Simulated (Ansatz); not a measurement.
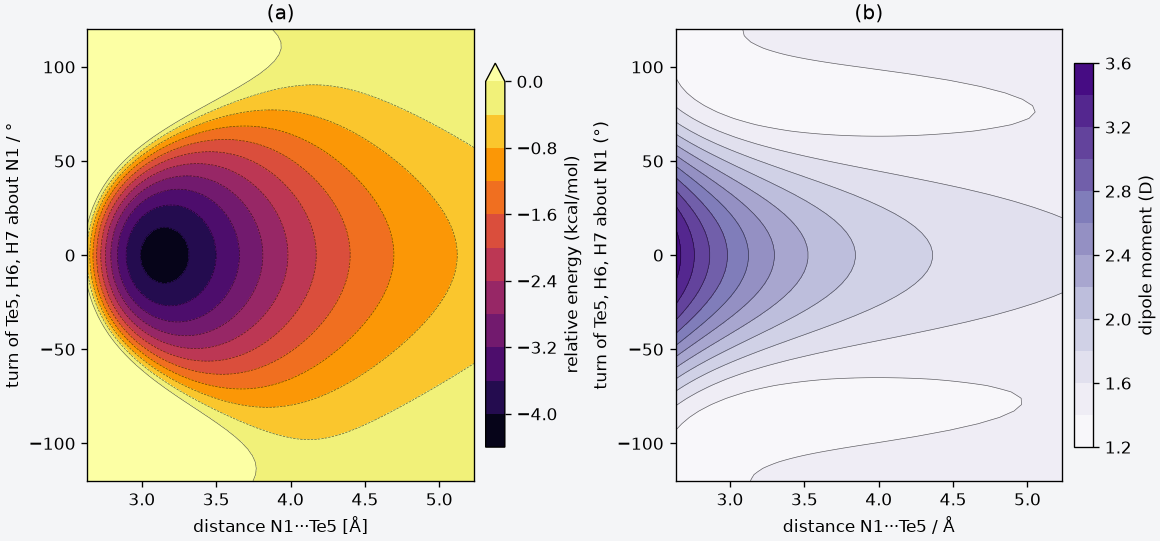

The pair H₃N···H₂Te. The turn is about an axis along (−0.76, −0.65, −0.10) in the frame of the relaxed pair, normal to the line between the partners. The first coordinate is: distance N1···Te5; the second: turn of Te5, H6, H7 about N1. The scan uses a 15 × 15 grid. Points are written as (first, second). All energies are given in kcal/mol relative to the two partners far apart, frozen as in the relaxed pair, each in its own basis (no counterpoise correction). These are results of RKS PBE0-D4/def2-TZVPD in Ansatz 0.2.0, not measurements.

Panel (a) is the energy; panel (b) is the computed dipole moment, in D.

The picture shows filled contours, one colour for all values above the top of the scale. Between grid points the surface is interpolated.

How does the dipole moment vary over the map, and what is it at the lowest grid point?

Answer. Leaving out the highest fifth of the energies, it runs from 1.26 D at (3.249 Å, 85.7°) to 3.48 D at (2.634 Å, 0.0°). At the lowest grid point, (3.084 Å, 0.0°), it is 2.65 D.

```tsv
turn of Te5, H6, H7 about N1 ↓, distance N1···Te5 →	2.634	2.698	2.804	2.934	3.084	3.249	3.428	3.619	3.821	4.034	4.257	4.489	4.729	4.977	5.234
120.0	1.29	1.29	1.31	1.35	1.40	1.45	1.49	1.51	1.53	1.53	1.54	1.53	1.53	1.53	1.53
102.9	1.37	1.33	1.31	1.31	1.32	1.35	1.38	1.40	1.42	1.43	1.44	1.45	1.46	1.46	1.47
85.7	1.48	1.42	1.34	1.29	1.26	1.26	1.28	1.30	1.32	1.34	1.36	1.38	1.39	1.41	1.42
68.6	1.87	1.77	1.64	1.53	1.45	1.39	1.36	1.35	1.35	1.36	1.37	1.38	1.40	1.40	1.41
51.4	2.46	2.34	2.17	2.00	1.85	1.74	1.65	1.59	1.54	1.52	1.50	1.48	1.48	1.47	1.47
34.3	3.00	2.87	2.67	2.46	2.27	2.10	1.97	1.86	1.78	1.71	1.66	1.62	1.59	1.56	1.54
17.1	3.36	3.22	3.00	2.77	2.55	2.36	2.20	2.06	1.95	1.86	1.79	1.73	1.68	1.64	1.61
0.0	3.48	3.33	3.11	2.88	2.65	2.45	2.28	2.13	2.01	1.91	1.83	1.77	1.71	1.67	1.63
−17.1	3.36	3.22	3.00	2.77	2.56	2.36	2.20	2.06	1.95	1.86	1.79	1.73	1.68	1.64	1.61
−34.3	3.01	2.87	2.67	2.47	2.28	2.11	1.98	1.87	1.78	1.72	1.66	1.62	1.59	1.57	1.54
−51.4	2.49	2.37	2.19	2.02	1.88	1.76	1.67	1.60	1.56	1.53	1.51	1.49	1.48	1.47	1.47
−68.6	1.91	1.82	1.68	1.57	1.48	1.42	1.39	1.38	1.37	1.38	1.38	1.39	1.40	1.41	1.42
−85.7	1.49	1.43	1.36	1.30	1.28	1.28	1.29	1.30	1.32	1.34	1.36	1.38	1.39	1.41	1.42
−102.9	1.34	1.31	1.29	1.30	1.31	1.34	1.37	1.39	1.41	1.42	1.43	1.44	1.45	1.46	1.47
−120.0	1.28	1.28	1.30	1.34	1.38	1.43	1.47	1.49	1.51	1.52	1.52	1.52	1.52	1.52	1.52
```
